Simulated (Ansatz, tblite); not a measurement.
# The cluster B3F2: which spin state is lowest, part 1 of 2

Aim: set other spin states of the cluster B3F2 against its doublet, on many levels of theory.

Program: Ansatz 0.2.0, Gaussian basis. Level of theory: as each input shows. These are calculated values, not measurements.

Levels to be run: quartet, relaxed (GFN1-xTB, GFN2-xTB, PBE0-D4/def2-TZVP, PBE-D4/def2-TZVP, r2SCAN-D4/def2-TZVP, r2SCANh-D4/def2-TZVP, HF/def2-TZVP, LC-ωPBE/def2-TZVP, r2SCAN0-D4/def2-TZVP, ωB97M-V/def2-TZVP, PBE+5HF/def2-TZVP, PBE+10HF/def2-TZVP, PBE+15HF/def2-TZVP, PBE+35HF/def2-TZVP, PBE+50HF/def2-TZVP, HF/STO-3G, CCSD(T)/def2-TZVPP, MP2/def2-TZVP, RPA/def2-TZVP); the doublet's energies come from earlier runs.

## 1. The geometry

The geometry is that of the doublet, from an earlier relaxation (PBE-D4/def2-SVP). At that level it is the lowest of the isomers that a small search found.

5 atoms, charge 0, spin multiplicity 2.

Atoms are counted from 1 here; the program's logs count them from 0.

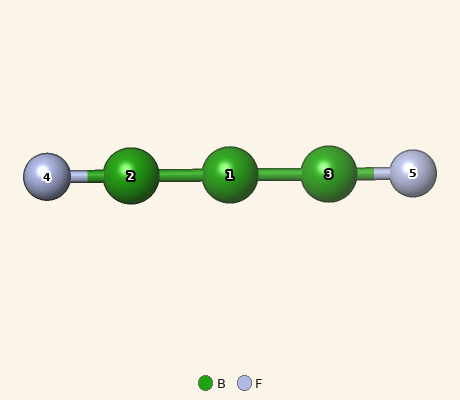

The structure; boron green, fluorine light blue; atoms are numbered from 1 in the order of the file.

## 2. Relaxing the quartet

in.yaml reads:

```yaml
crystal:
  periodic: [false, false, false]
  atoms:
    - {symbol: B, position_ang: [-0.000277, -0.001121, -0.001269]}
    - {symbol: B, position_ang: [1.501079, -0.226965, -0.125150]}
    - {symbol: B, position_ang: [-1.501205, 0.226288, 0.124920]}
    - {symbol: F, position_ang: [2.776084, -0.418163, -0.230431]}
    - {symbol: F, position_ang: [-2.775692, 0.419961, 0.231940]}
basis:
  gaussian: {orbitals: def2-SVP}
magnetization: {spin_polarized: true, initial_magnetization: 3}
hamiltonian: {xc: pbe, dispersion: d4}
scf: {omitted_lower_state_checks: [starts]}
output: {orbitals: {seedname: orbitals}}
relax: {f_tol: 0.02, max_steps: 100}
```

The run is started by

```
> ansatz run in.yaml --threads 4 --pin off --events-out ev --progress --plain --max-ram 3916MiB
```

Log (excerpt; [...] marks lines left out):

```text
Functional definition: PBE
  name "PBE"
  cite "Perdew, Burke & Ernzerhof, Phys. Rev. Lett. 77, 3865 (1996) doi:10.1103/PhysRevLett.77.3865"
  parent pbe
[...]
758 factors; their error is unknown
[...]
mean field -7445.29165690 eV, -273.6094217910 hartree, gradient 6.3e-11 eV, S^2 3.754488; 0 other end points of the search recorded, 0 dependent functions left out
[...]
reference -7445.29168729 eV, -273.6094229079 hartree; 18, 15 occupied and 52, 55 virtual orbitals, 758 factors
relax step   1: F+E_penalty+E_count = -7445.37786041 eV  Δ(F+E_penalty+E_count) = +0.000e0 eV  max|allowed force component| = 9.659e-1 eV/Å  Δτ_max = 0.0000 Å  (258 SCF iters, accepted)
[...]
relax step   8: F+E_penalty+E_count = -7445.48923060 eV  Δ(F+E_penalty+E_count) = -9.449e-4 eV  max|allowed force component| = 8.713e-2 eV/Å  Δτ_max = 0.0060 Å  (175 SCF iters, accepted)
[...]
relax step  15: F+E_penalty+E_count = -7445.88372066 eV  Δ(F+E_penalty+E_count) = -1.997e-3 eV  max|allowed force component| = 1.138e-1 eV/Å  Δτ_max = 0.0179 Å  (32 SCF iters, accepted)
[...]
relax step  22: F+E_penalty+E_count = -7446.03238287 eV  Δ(F+E_penalty+E_count) = -1.324e-2 eV  max|allowed force component| = 4.689e-1 eV/Å  Δτ_max = 0.0974 Å  (33 SCF iters, accepted)
[...]
relax step  27: F+E_penalty+E_count = -7446.03581464 eV  Δ(F+E_penalty+E_count) = +5.871e-5 eV  max|allowed force component| = 3.078e-2 eV/Å  Δτ_max = 0.0048 Å  (30 SCF iters, rejected (line search))
[...]
relax step  28: F+E_penalty+E_count = -7446.03591242 eV  Δ(F+E_penalty+E_count) = -3.907e-5 eV  max|allowed force component| = 1.956e-2 eV/Å  Δτ_max = 0.0023 Å  (26 SCF iters, accepted)
[...]
758 factors; their error is unknown
mean field -7445.95037459 eV, -273.6336292197 hartree, gradient 1.9e-5 eV, S^2 3.756994; 0 other end points of the search recorded, 0 dependent functions left out
[...]
reference -7445.95040837 eV, -273.6336304610 hartree; 18, 15 occupied and 52, 55 virtual orbitals, 758 factors
Total energy: -7446.03594620 eV, -273.6367739183 hartree
Atom 0 at     0.005110    -0.084669     0.019010 Å, force     0.007044    -0.004593    -0.002421 eV/Å
Atom 1 at     1.547131    -0.665998    -0.043995 Å, force    -0.019559    -0.001300     0.003492 eV/Å
Atom 2 at    -1.479184     0.412690     0.086501 Å, force    -0.010572     0.000977     0.001590 eV/Å
Atom 3 at     2.699247    -0.076320    -0.289771 Å, force     0.012454     0.005233    -0.002105 eV/Å
Atom 4 at    -2.772315     0.414297     0.228264 Å, force     0.010633    -0.000317    -0.000556 eV/Å
Dipole moment:    -0.230881     0.115099     0.003677 e Å
Checks for a lower state left out: starts
```

Wall time 52 s (4 threads of Arm Neoverse V1, shared host).

Relaxation path: (the energy doesn't fall at every step)

| step | energy from step 1 (eV) | largest force component (eV/Å) |
| --- | --- | --- |
| 1 | 0.0000 | 0.9659 |
| 2 | -0.1039 | 0.3088 |
| 3 | -0.1103 | 0.0325 |
| 4 | -0.1104 | 0.0044 |
| 5 | -0.1104 | 0.0063 |
| 6 | -0.1104 | 0.0093 |
| 7 | -0.1104 | 0.0229 |
| 8 | -0.1114 | 0.0871 |
| 9 | -0.1266 | 0.3349 |
| 10 | -0.2982 | 0.7549 |
| 11 | -0.3886 | 1.2106 |
| 12 | -0.4814 | 0.3333 |
| 13 | -0.5029 | 0.1348 |
| 14 | -0.5039 | 0.0781 |
| 15 | -0.5059 | 0.1138 |
| 16 | -0.5092 | 0.6032 |
| 17 | -0.5018 | 0.7046 |
| 18 | -0.5811 | 0.5373 |
| 19 | -0.6263 | 0.3982 |
| 20 | -0.6413 | 0.3817 |
| 21 | -0.6054 | 0.5551 |
| 22 | -0.6545 | 0.4689 |
| 23 | -0.6427 | 0.3112 |
| 24 | -0.6566 | 0.1731 |
| 25 | -0.6564 | 0.2574 |
| 26 | -0.6580 | 0.0494 |
| 27 | -0.6580 | 0.0308 |
| 28 | -0.6581 | 0.0196 |

The force was under the threshold of 0.02 eV/Å already at step 4, but the program went on to step 28.

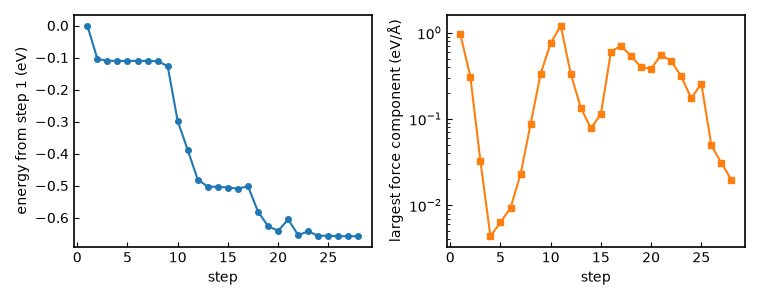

Energy and largest force along the relaxation.

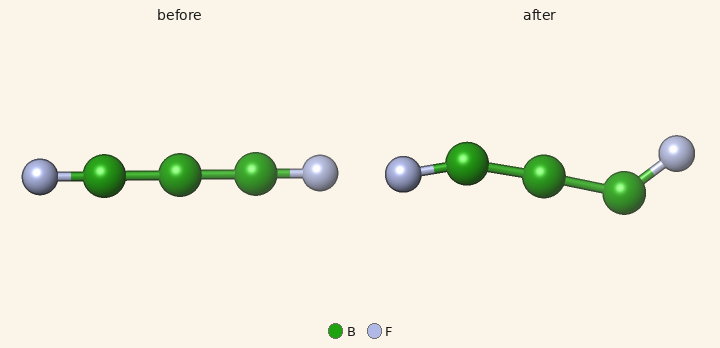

The geometry before (left) and after (right).

Distances of close pairs at the start and the end, largest changes first:

| bond | before (Å) | after (Å) | change (Å) |
| --- | --- | --- | --- |
| B1–B2 | 1.523 | 1.649 | +0.126 |
| B1–B3 | 1.523 | 1.567 | +0.044 |
| B2–F4 | 1.294 | 1.317 | +0.024 |
| B3–F5 | 1.294 | 1.301 | +0.007 |

## 3. Quartet, first pass, PBE0-D4/def2-SVP

start.molden holds the orbitals of an earlier run on this state, given as this run's starting guess.

in.yaml reads:

```yaml
crystal:
  periodic: [false, false, false]
  atoms:
    - {symbol: B, position_ang: [0.005110, -0.084669, 0.019010]}
    - {symbol: B, position_ang: [1.547131, -0.665998, -0.043995]}
    - {symbol: B, position_ang: [-1.479184, 0.412690, 0.086501]}
    - {symbol: F, position_ang: [2.699247, -0.076320, -0.289771]}
    - {symbol: F, position_ang: [-2.772315, 0.414297, 0.228264]}
basis:
  gaussian: {orbitals: def2-SVP, initial_orbitals: start.molden}
magnetization: {spin_polarized: true, initial_magnetization: 3}
hamiltonian: {xc: pbe0, dispersion: d4}
output: {orbitals: {seedname: orbitals}}
```

Launched as before.

Log:

```text
Functional definition: PBE0
  name "PBE0"
  cite "Adamo & Barone, J. Chem. Phys. 110, 6158 (1999) doi:10.1063/1.478522"
  cite "Perdew, Burke & Ernzerhof, Phys. Rev. Lett. 77, 3865 (1996) doi:10.1103/PhysRevLett.77.3865"
  parent pbe
  parameter a = 0.25
  parameter kappa = 0.804
  parameter beta = 0.06672455060314922
  exchange = (1 - a)*pbe_x(kappa = kappa, mu = beta*pi^2/3) + a*exact_x
  correlation = pbe_c(beta = beta)
684 factors; integrals over basis functions are off by at most 9.2e-4 eV
mean field evaluation 1: about -7445.9406 eV, gradient 3.9e0 eV
mean field evaluation 2: about -7446.0372 eV, gradient 1.4e-1 eV
mean field evaluation 4: about -7446.1836 eV, gradient 1.8e-3 eV
mean field evaluation 8: about -7444.5056 eV, gradient 1.9e1 eV
mean field evaluation 16: about -7446.1836 eV, gradient 2.2e-2 eV
mean field -7446.18361104 eV, -273.6422005013 hartree, gradient 3.4e-5 eV, S^2 3.758916; 3 other end points of the search recorded, 0 dependent functions left out
reference -7446.18363635 eV, -273.6422014312 hartree; 18, 15 occupied and 52, 55 virtual orbitals, 684 factors
Total energy: -7446.25556166 eV, -273.6448446377 hartree
```

Wall time 1 s (4 threads of Arm Neoverse V1, shared host).

HOMO -5.24 eV, LUMO -3.36 eV (over both spins); ⟨S²⟩ 3.759 (pure: 3.75).

## 4. Quartet, GFN1-xTB

Tight binding, by tblite at 300 K electronic temperature and without a spin-polarisation term:

```python
tblite.interface.Calculator('GFN1-xTB', numbers, positions, charge=0, uhf=3).singlepoint()
```

Energy -391.4239 eV; 0.002 s.

## 5. Quartet, GFN2-xTB

Tight binding, by tblite at 300 K electronic temperature and without a spin-polarisation term:

```python
tblite.interface.Calculator('GFN2-xTB', numbers, positions, charge=0, uhf=3).singlepoint()
```

Energy -354.3276 eV; 0.002 s.

## 6. Quartet, PBE0-D4/def2-TZVP

in.yaml, as its differences from that of step 3:

```diff
@@ -9,5 +9,6 @@
 basis:
-  gaussian: {orbitals: def2-SVP, initial_orbitals: start.molden}
+  gaussian: {orbitals: def2-TZVP, initial_orbitals: start.molden}
 magnetization: {spin_polarized: true, initial_magnetization: 3}
 hamiltonian: {xc: pbe0, dispersion: d4}
+scf: {omitted_lower_state_checks: [starts]}
 output: {orbitals: {seedname: orbitals}}
```

Launched as before.

Log:

```text
Functional definition: PBE0
  name "PBE0"
  cite "Adamo & Barone, J. Chem. Phys. 110, 6158 (1999) doi:10.1063/1.478522"
  cite "Perdew, Burke & Ernzerhof, Phys. Rev. Lett. 77, 3865 (1996) doi:10.1103/PhysRevLett.77.3865"
  parent pbe
  parameter a = 0.25
  parameter kappa = 0.804
  parameter beta = 0.06672455060314922
  exchange = (1 - a)*pbe_x(kappa = kappa, mu = beta*pi^2/3) + a*exact_x
  correlation = pbe_c(beta = beta)
these checks for a lower state are left out or cut short: starts
819 factors; their error is unknown
mean field evaluation 1: about -7451.2519 eV, gradient 1.2e2 eV
mean field evaluation 2: about -7454.9239 eV, gradient 3.8e0 eV
mean field evaluation 4: about -7454.9999 eV, gradient 1.9e-1 eV
mean field evaluation 8: about -7455.0001 eV, gradient 1.2e-5 eV
mean field -7455.00007522 eV, -273.9661995838 hartree, gradient 1.2e-5 eV, S^2 3.759643; 0 other end points of the search recorded, 0 dependent functions left out
reference -7455.00010917 eV, -273.9662008316 hartree; 18, 15 occupied and 137, 140 virtual orbitals, 819 factors
Total energy: -7455.07203449 eV, -273.9688440381 hartree
Checks for a lower state left out: starts
```

It took 1.6 s on 4 threads of Arm Neoverse V1, shared host.

From the report: HOMO -5.35 eV, LUMO -3.40 eV (over both spins); ⟨S²⟩ 3.760 (pure: 3.75).

## 7. Quartet, PBE-D4/def2-TZVP

in.yaml, as its differences from that of step 6:

```diff
@@ -11,3 +11,3 @@
 magnetization: {spin_polarized: true, initial_magnetization: 3}
-hamiltonian: {xc: pbe0, dispersion: d4}
+hamiltonian: {xc: pbe, dispersion: d4}
 scf: {omitted_lower_state_checks: [starts]}
```

The command is unchanged.

Log:

```text
Functional definition: PBE
  name "PBE"
  cite "Perdew, Burke & Ernzerhof, Phys. Rev. Lett. 77, 3865 (1996) doi:10.1103/PhysRevLett.77.3865"
  parent pbe
  parameter kappa = 0.804
  parameter beta = 0.06672455060314922
  exchange = pbe_x(kappa = kappa, mu = beta*pi^2/3)
  correlation = pbe_c(beta = beta)
these checks for a lower state are left out or cut short: starts
819 factors; their error is unknown
mean field evaluation 1: about -7454.6406 eV, gradient 6.4e0 eV
mean field evaluation 2: about -7454.7547 eV, gradient 1.5e-1 eV
mean field evaluation 4: about -7454.7461 eV, gradient 1.8e-3 eV
mean field -7454.74604809 eV, -273.9568642589 hartree, gradient 6.7e-5 eV, S^2 3.757439; 0 other end points of the search recorded, 0 dependent functions left out
reference -7454.74609359 eV, -273.9568659310 hartree; 18, 15 occupied and 137, 140 virtual orbitals, 819 factors
Total energy: -7454.83163142 eV, -273.9600093885 hartree
Checks for a lower state left out: starts
```

Run time: 1.4 s. Hardware: 4 threads of Arm Neoverse V1, shared host.

HOMO -4.25 eV, LUMO -4.42 eV (over both spins; with the spin held, an empty level of the minority spin lies below the top filled one); ⟨S²⟩ 3.757 (pure: 3.75).

## 8. Quartet, r2SCAN-D4/def2-TZVP

in.yaml, as its differences from that of step 7:

```diff
@@ -11,3 +11,3 @@
 magnetization: {spin_polarized: true, initial_magnetization: 3}
-hamiltonian: {xc: pbe, dispersion: d4}
+hamiltonian: {xc: r2scan, dispersion: d4}
 scf: {omitted_lower_state_checks: [starts]}
```

Launched as before.

Log:

```text
Functional definition: r2SCAN
  name "r2SCAN"
  cite "Furness, Kaplan, Ning, Perdew & Sun, J. Phys. Chem. Lett. 11, 8208 (2020) doi:10.1021/acs.jpclett.0c02405"
  cite "Furness, Kaplan, Ning, Perdew & Sun, J. Phys. Chem. Lett. 11, 9248 (2020) doi:10.1021/acs.jpclett.0c03077"
  parent r2scan
  parameter k0 = 0.174
  parameter k1 = 0.065
  parameter a1 = 4.9479
  exchange = r2scan_x(k0 = k0, k1 = k1, a1 = a1)
  correlation = r2scan_c
these checks for a lower state are left out or cut short: starts
819 factors; their error is unknown
mean field evaluation 1: about -7459.6432 eV, gradient 3.5e0 eV
mean field evaluation 2: about -7459.6799 eV, gradient 6.1e-2 eV
mean field evaluation 4: about -7459.6713 eV, gradient 4.1e-4 eV
mean field -7459.67133449 eV, -274.1378651955 hartree, gradient 1.7e-5 eV, S^2 3.764604; 0 other end points of the search recorded, 0 dependent functions left out
reference -7459.67135132 eV, -274.1378658140 hartree; 18, 15 occupied and 137, 140 virtual orbitals, 819 factors
Total energy: -7459.69150078 eV, -274.1386062932 hartree
Checks for a lower state left out: starts
```

It took 2.9 s on 4 threads of Arm Neoverse V1, shared host.

Report: HOMO -4.57 eV, LUMO -4.02 eV (over both spins); ⟨S²⟩ 3.765 (pure: 3.75).

## 9. Quartet, r2SCANh-D4/def2-TZVP

in.yaml, as its differences from that of step 8:

```diff
@@ -11,3 +11,3 @@
 magnetization: {spin_polarized: true, initial_magnetization: 3}
-hamiltonian: {xc: r2scan, dispersion: d4}
+hamiltonian: {xc: {name: r2SCANh}, dispersion: d4}
 scf: {omitted_lower_state_checks: [starts]}
```

Same command.

Log (excerpt; [...] marks lines left out):

```text
Functional definition: r2SCANh
  name "r2SCANh"
  cite "Bursch, Neugebauer, Ehlert & Grimme, J. Chem. Phys. 156, 134105 (2022) doi:10.1063/5.0086040"
  cite "Furness, Kaplan, Ning, Perdew & Sun, J. Phys. Chem. Lett. 11, 8208 (2020) doi:10.1021/acs.jpclett.0c02405"
  cite "Furness, Kaplan, Ning, Perdew & Sun, J. Phys. Chem. Lett. 11, 9248 (2020) doi:10.1021/acs.jpclett.0c03077"
  parent r2scan
[...]
819 factors; their error is unknown
[...]
mean field -7459.29238884 eV, -274.1239391999 hartree, gradient 2.4e-5 eV, S^2 3.764830; 0 other end points of the search recorded, 0 dependent functions left out
reference -7459.29240413 eV, -274.1239397616 hartree; 18, 15 occupied and 137, 140 virtual orbitals, 819 factors
Total energy: -7459.31403532 eV, -274.1247346933 hartree
Checks for a lower state left out: starts
```

Wall time 3.1 s (4 threads of Arm Neoverse V1, shared host).

From the report: HOMO -4.97 eV, LUMO -3.67 eV (over both spins); ⟨S²⟩ 3.765 (pure: 3.75).

## 10. Quartet, HF/def2-TZVP

in.yaml, as its differences from that of step 9:

```diff
@@ -11,3 +11,3 @@
 magnetization: {spin_polarized: true, initial_magnetization: 3}
-hamiltonian: {xc: {name: r2SCANh}, dispersion: d4}
+hamiltonian: {xc: hf}
 scf: {omitted_lower_state_checks: [starts]}
```

The command is unchanged.

Log:

```text
Functional definition: HF
  name "HF"
  cite "Fock, Z. Phys. 61, 126 (1930) doi:10.1007/BF01340294"
  parent pbe
  exchange = exact_x
  correlation = 0
these checks for a lower state are left out or cut short: starts
1069 factors; their error is unknown
mean field evaluation 1: about -7427.6647 eV, gradient 1.8e1 eV
mean field evaluation 2: about -7428.4678 eV, gradient 1.0e0 eV
mean field evaluation 4: about -7428.6077 eV, gradient 3.5e-1 eV
mean field -7428.60800896 eV, -272.9963090380 hartree, gradient 1.6e-5 eV, S^2 3.774368; 0 other end points of the search recorded, 0 dependent functions left out
reference -7428.60800896 eV, -272.9963090380 hartree; 18, 15 occupied and 137, 140 virtual orbitals, 1069 factors
Total energy: -7428.60800896 eV, -272.9963090380 hartree
Checks for a lower state left out: starts
```

Wall time 0.8 s (4 threads of Arm Neoverse V1, shared host).

Report: HOMO -8.28 eV, LUMO 0.47 eV (over both spins); ⟨S²⟩ 3.774 (pure: 3.75).

## 11. Quartet, LC-ωPBE/def2-TZVP

in.yaml, as its differences from that of step 10:

```diff
@@ -11,3 +11,3 @@
 magnetization: {spin_polarized: true, initial_magnetization: 3}
-hamiltonian: {xc: hf}
+hamiltonian: {xc: {name: LC-wPBE}}
 scf: {omitted_lower_state_checks: [starts]}
```

Launched as before.

Log (excerpt; [...] marks lines left out):

```text
Functional definition: LC-wPBE
  name "LC-wPBE"
  cite "Vydrov & Scuseria, J. Chem. Phys. 125, 234109 (2006) doi:10.1063/1.2409292"
  cite "Heyd & Scuseria, J. Chem. Phys. 120, 7274 (2004) doi:10.1063/1.1668634"
  cite "Ernzerhof & Perdew, J. Chem. Phys. 109, 3313 (1998) doi:10.1063/1.476928"
  cite "Perdew, Burke & Ernzerhof, Phys. Rev. Lett. 77, 3865 (1996) doi:10.1103/PhysRevLett.77.3865"
  parent pbe
[...]
819 factors; their error is unknown
276 factors; integrals over basis functions are off by at most 3.9e-5 eV
[...]
mean field -7457.85939962 eV, -274.0712778173 hartree, gradient 2.2e-5 eV, S^2 3.762393; 0 other end points of the search recorded, 0 dependent functions left out
reference -7457.85939963 eV, -274.0712778177 hartree; 18, 15 occupied and 137, 140 virtual orbitals, 819 factors
Total energy: -7457.85939963 eV, -274.0712778177 hartree
Checks for a lower state left out: starts
```

Run time: 1.6 s. Hardware: 4 threads of Arm Neoverse V1, shared host.

HOMO -7.86 eV, LUMO -0.95 eV (over both spins); ⟨S²⟩ 3.762 (pure: 3.75).

## 12. Quartet, r2SCAN0-D4/def2-TZVP

in.yaml, as its differences from that of step 11:

```diff
@@ -11,3 +11,3 @@
 magnetization: {spin_polarized: true, initial_magnetization: 3}
-hamiltonian: {xc: {name: LC-wPBE}}
+hamiltonian: {xc: {name: r2SCAN0}, dispersion: d4}
 scf: {omitted_lower_state_checks: [starts]}
```

The command is unchanged.

Log (excerpt; [...] marks lines left out):

```text
Functional definition: r2SCAN0
  name "r2SCAN0"
  cite "Bursch, Neugebauer, Ehlert & Grimme, J. Chem. Phys. 156, 134105 (2022) doi:10.1063/5.0086040"
  cite "Furness, Kaplan, Ning, Perdew & Sun, J. Phys. Chem. Lett. 11, 8208 (2020) doi:10.1021/acs.jpclett.0c02405"
  cite "Furness, Kaplan, Ning, Perdew & Sun, J. Phys. Chem. Lett. 11, 9248 (2020) doi:10.1021/acs.jpclett.0c03077"
  parent r2scan
[...]
819 factors; their error is unknown
[...]
mean field -7458.75677007 eV, -274.1042555733 hartree, gradient 1.7e-5 eV, S^2 3.765327; 0 other end points of the search recorded, 0 dependent functions left out
reference -7458.75678308 eV, -274.1042560512 hartree; 18, 15 occupied and 137, 140 virtual orbitals, 819 factors
Total energy: -7458.78079110 eV, -274.1051383298 hartree
Checks for a lower state left out: starts
```

It took 3.1 s on 4 threads of Arm Neoverse V1, shared host.

From the report: HOMO -5.60 eV, LUMO -3.14 eV (over both spins); ⟨S²⟩ 3.765 (pure: 3.75).

## 13. Quartet, ωB97M-V/def2-TZVP

in.yaml, as its differences from that of step 12:

```diff
@@ -11,3 +11,3 @@
 magnetization: {spin_polarized: true, initial_magnetization: 3}
-hamiltonian: {xc: {name: r2SCAN0}, dispersion: d4}
+hamiltonian: {xc: {name: wB97M-V}}
 scf: {omitted_lower_state_checks: [starts]}
```

Launched as before.

Log (excerpt; [...] marks lines left out):

```text
Functional definition: wB97M-V
  name "wB97M-V"
  cite "Mardirossian & Head-Gordon, J. Chem. Phys. 144, 214110 (2016) doi:10.1063/1.4952647"
  cite "Becke, J. Chem. Phys. 107, 8554 (1997) doi:10.1063/1.475007"
  cite "Vydrov & Van Voorhis, J. Chem. Phys. 133, 244103 (2010) doi:10.1063/1.3521275"
  # Of w^i u^j: cxij and so on, Table III.
[...]
  gx(w, u) = 1 - cx + cx01*u + cx10*w
  gss(w, u) = css00 + css04*u^4 + css10*w + css20*w^2 + css43*w^4*u^3
  gos(w, u) = cos00 + cos10*w + (cos20 + cos21*u)*w^2 + (cos60 + cos61*u)*w^6
[...]
      + integral(e_c_pw_mod_opposite_spin*gos(b97_w_opposite, b97_u_opposite)) + vv10(b, c)
[...]
819 factors; their error is unknown
192 factors; integrals over basis functions are off by at most 2.5e-5 eV
[...]
mean field -7460.81379533 eV, -274.1798498570 hartree, gradient 6.0e-5 eV, S^2 3.753500; 0 other end points of the search recorded, 0 dependent functions left out
reference -7460.81384017 eV, -274.1798515051 hartree; 18, 15 occupied and 137, 140 virtual orbitals, 819 factors
Total energy: -7460.81384017 eV, -274.1798515051 hartree
Checks for a lower state left out: starts
```

Wall time 4.4 s (4 threads of Arm Neoverse V1, shared host).

HOMO -6.97 eV, LUMO -1.49 eV (over both spins); ⟨S²⟩ 3.754 (pure: 3.75).

## 14. Quartet, PBE+5HF/def2-TZVP

in.yaml, as its differences from that of step 13:

```diff
@@ -11,3 +11,3 @@
 magnetization: {spin_polarized: true, initial_magnetization: 3}
-hamiltonian: {xc: {name: wB97M-V}}
+hamiltonian: {xc: {text: "exchange = 0.95*pbe_x + 0.05*exact_x\ncorrelation = pbe_c"}}
 scf: {omitted_lower_state_checks: [starts]}
```

Same command.

Log:

```text
Functional definition: unnamed
  exchange = 0.95*pbe_x + 0.05*exact_x
  correlation = pbe_c
these checks for a lower state are left out or cut short: starts
819 factors; their error is unknown
mean field evaluation 1: about -7454.7079 eV, gradient 5.2e0 eV
mean field evaluation 2: about -7454.7803 eV, gradient 9.6e-2 eV
mean field evaluation 4: about -7454.7778 eV, gradient 6.9e-4 eV
mean field -7454.77775297 eV, -273.9580293917 hartree, gradient 1.2e-5 eV, S^2 3.757807; 0 other end points of the search recorded, 0 dependent functions left out
reference -7454.77779617 eV, -273.9580309795 hartree; 18, 15 occupied and 137, 140 virtual orbitals, 819 factors
Total energy: -7454.77779617 eV, -273.9580309795 hartree
Checks for a lower state left out: starts
```

Wall time 1.5 s (4 threads of Arm Neoverse V1, shared host).

Report: HOMO -4.46 eV, LUMO -4.21 eV (over both spins); ⟨S²⟩ 3.758 (pure: 3.75).

(Continued in part 2 of 2.)
